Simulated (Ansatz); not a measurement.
## Hypothetical P4_2/mnm MgO, carrier doping

Take MgO (space group P4_2/mnm, No. 136; a = 5.5651 Å, c = 3.2925 Å; a hypothetical phase, not in the database extracts checked) as the base.

Carriers are added at fixed cell with a uniform background; the Fermi–Dirac width is that of 300 K.

Method: PBE, PAW, 420 eV (Ansatz, a quantum-chemistry and plane-wave program; scalar-relativistic without spin-orbit coupling).

Notes on the quantities. Fermi level from band edge: Fermi level relative to the doped band's edge (positive inside the band; to 0.05 eV).

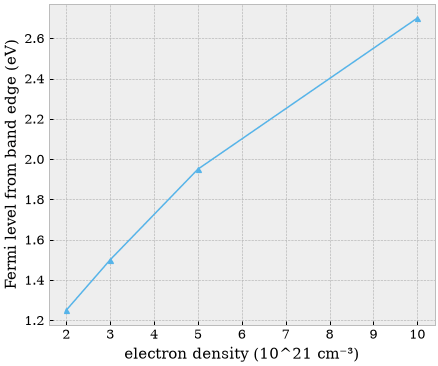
Fig. 1. Fermi level from band edge against electron density

```
electron density (10^21 cm⁻³)  Fermi level from band edge
-----------------------------  --------------------------
2                                                +1.25 eV
3                                                +1.50 eV
5                                                +1.95 eV
10                                               +2.70 eV
```

Charged cell with a jellium background: band edges are those of the host's band count, energies are not comparable with the neutral cell, and many-body gap narrowing is missing. No phonon test of stability was made.
